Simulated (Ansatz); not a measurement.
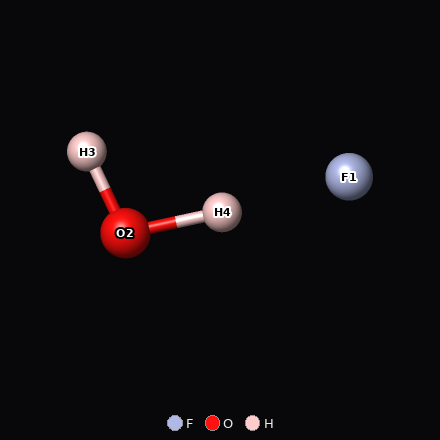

The system is the pair F···H₂O, charge −1; the picture shows the reference structure. The turn is about an axis along (−0.98, 0.22, 0.03) in the frame of the relaxed pair, normal to the line between the partners. Coordinates scanned: (1) distance H4···F1; (2) turn of F1 about H4. The grid has 15 × 15 points. Points are written as (first, second). Energies are in kJ/mol, from the ion and the molecule far apart, frozen as in the relaxed pair, each in its own basis (no counterpoise correction). The calculation used RKS BHLYP-D4/def2-TZVPD in Ansatz 0.2.0.

Its coordinates:

```xyz
4

F    -0.0747   -0.1163   -1.6196
O    -0.0358   -0.2697    0.8069
H     0.1709    0.6258    1.0463
H    -0.0605   -0.2399   -0.2336
```

Range: distance H4···F1 from 1.169 to 3.769 Å; turn of F1 about H4 from −90.0 to 90.0°.

What landscape does the calculation give?

Answer. The lowest grid point is at (1.339 Å, 0.0°), −133 kJ/mol from the ion and the molecule far apart, frozen as in the relaxed pair, each in its own basis (no counterpoise correction). No other kind of well shows on this grid. The highest grid point, (1.169 Å, −90.0°), lies 886 kJ/mol above the lowest.

```
turn of F1 about H4 ↓, distance H4···F1 →  1.169  1.234  1.339  1.470  1.619  1.784  1.963  2.154  2.357  2.570  2.792  3.024  3.264  3.513  3.769
                                     90.0    396    318    220    135     75     38     17      8      5      5      6      8      9      9     10
                                     77.1    186    137     78     31      1    −14    −19    −19    −15    −11     −8     −4     −2      0      1
                                     64.3     62     29     −7    −32    −45    −48    −44    −38    −32    −25    −19    −15    −11     −8     −6
                                     51.4    −15    −37    −60    −73    −76    −71    −63    −54    −44    −36    −29    −23    −19    −15    −12
                                     38.6    −63    −80    −95   −100    −97    −88    −77    −65    −54    −45    −37    −30    −25    −21    −17
                                     25.7    −93   −106   −117   −118   −112   −100    −87    −74    −62    −52    −43    −36    −30    −25    −21
                                     12.9   −109   −121   −129   −128   −120   −108    −94    −80    −67    −56    −47    −40    −33    −28    −24
                                      0.0   −112   −124   −133   −132   −124   −112    −98    −84    −71    −60    −50    −43    −36    −31    −27
                                    −12.9   −104   −118   −128   −129   −123   −112    −98    −85    −72    −61    −52    −44    −38    −33    −28
                                    −25.7    −83   −100   −115   −120   −117   −108    −97    −85    −73    −62    −53    −46    −39    −34    −30
                                    −38.6    −44    −67    −90   −103   −106   −102    −93    −83    −72    −63    −54    −47    −40    −35    −31
                                    −51.4     22    −11    −48    −74    −87    −91    −88    −81    −72    −63    −55    −48    −42    −37    −32
                                    −64.3    137     86     25    −25    −57    −74    −80    −78    −73    −66    −58    −51    −45    −39    −34
                                    −77.1    348    266    161     68      0    −44    −67    −76    −76    −72    −65    −57    −50    −44    −38
                                    −90.0    753    621    437    261    121     23    −38    −69    −82    −82    −77    −68    −59    −51    −44
```

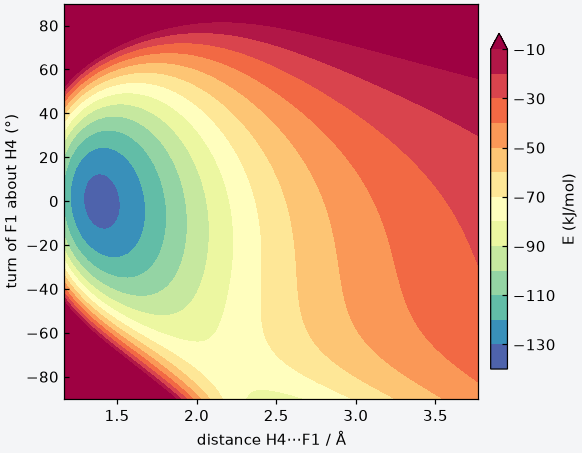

Drawn: filled contours, one colour for all values above the top of the scale. Between grid points the surface is interpolated.

Time for the 225 points that were run: 4 min on 1 thread of Arm Neoverse V2, with other jobs on the host.
